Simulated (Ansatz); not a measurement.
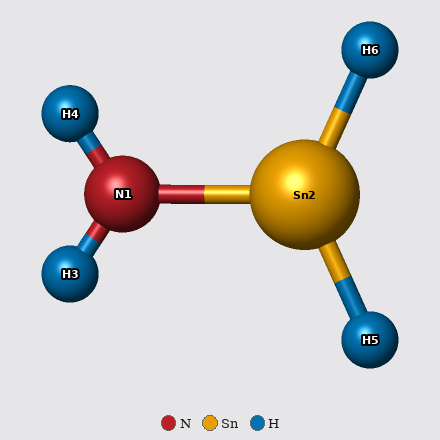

The system is H4NSn, SMILES [NH2][SnH2+], charge +1; the picture shows the reference structure. Coordinates scanned: (1) umbrella angle at Sn2 (between each of its bonds and their common axis; 90 is planar); (2) change of the bonds Sn2–N1, Sn2–H5, Sn2–H6, all alike. Nothing is relaxed (all other coordinates rigid). The grid has 13 × 13 points; 91 points were computed and 78 follow by symmetry. Points are written as (first, second). All energies are given in eV relative to the lowest grid point. Level of theory: Ansatz 0.2.0, RKS r2SCAN-D4/def2-TZVP.

Its coordinates:

```xyz
6

N     0.0521   -1.0044    0.0898
Sn   -0.0476    0.9152   -0.0819
H     0.3594   -1.6149   -0.6556
H    -0.1973   -1.5017    0.9344
H     0.4206    1.5005   -1.5808
H    -0.5872    1.7052    1.2941
```

Range: umbrella angle at Sn2 (between each of its bonds and their common axis; 90 is planar) from 66 to 114°; change of the bonds Sn2–N1, Sn2–H5, Sn2–H6, all alike from −0.194 to 0.299 Å.

Q: What landscape does the calculation give?

A: The lowest grid point is at (90°, 0.012 Å). It is the only kind of minimum in the scanned range. The highest grid point, (66°, −0.194 Å), lies 2.75 eV above the lowest. Round the minimum the two coordinates are nearly uncoupled.

```
second ↓, first →    66    70    74    78    82    86    90    94    98   102   106   110   114
            0.299  2.10  1.96  1.85  1.77  1.71  1.67  1.66  1.67  1.71  1.77  1.85  1.96  2.10
            0.258  1.81  1.66  1.53  1.44  1.37  1.32  1.31  1.32  1.37  1.44  1.53  1.66  1.81
            0.217  1.55  1.38  1.24  1.13  1.05  1.00  0.98  1.00  1.05  1.13  1.24  1.38  1.55
            0.176  1.31  1.13  0.97  0.85  0.76  0.70  0.68  0.70  0.76  0.85  0.97  1.13  1.31
            0.135  1.12  0.91  0.74  0.61  0.51  0.45  0.43  0.45  0.51  0.61  0.74  0.91  1.12
            0.094  0.98  0.75  0.56  0.41  0.31  0.24  0.22  0.24  0.31  0.41  0.56  0.75  0.98
            0.053  0.90  0.65  0.45  0.28  0.17  0.09  0.07  0.09  0.17  0.28  0.45  0.65  0.90
            0.012  0.89  0.63  0.41  0.23  0.10  0.03  0.00  0.03  0.10  0.23  0.41  0.63  0.89
           −0.029  0.98  0.70  0.46  0.27  0.13  0.05  0.02  0.05  0.13  0.27  0.46  0.70  0.98
           −0.070  1.19  0.88  0.62  0.42  0.27  0.18  0.15  0.18  0.27  0.42  0.62  0.88  1.19
           −0.112  1.54  1.21  0.93  0.72  0.56  0.46  0.43  0.46  0.56  0.72  0.93  1.21  1.54
           −0.153  2.04  1.69  1.40  1.17  1.00  0.90  0.86  0.90  1.00  1.17  1.40  1.69  2.04
           −0.194  2.75  2.37  2.06  1.81  1.63  1.52  1.49  1.52  1.63  1.81  2.06  2.37  2.75
```

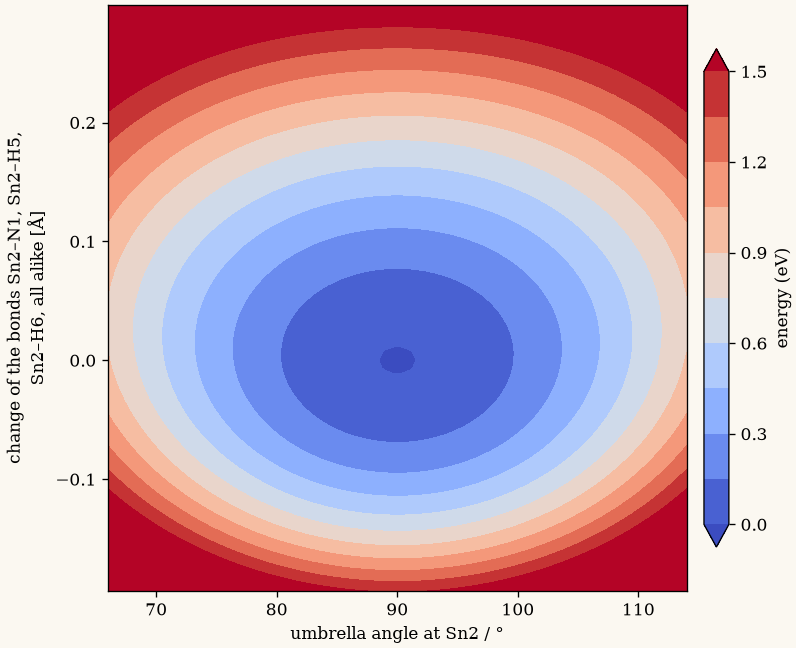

Drawn: filled contours, one colour for all values above the top of the scale. Between grid points the surface is interpolated.

Each point was launched as `ansatz run input.yaml --threads 1 --pin off --max-ram 2560MiB --backend cpu --events-out ev --progress --plain --runs-dir out`. Time for the 91 points that were run: 7.5 min on 1 thread of Arm Neoverse V1 (shared host).
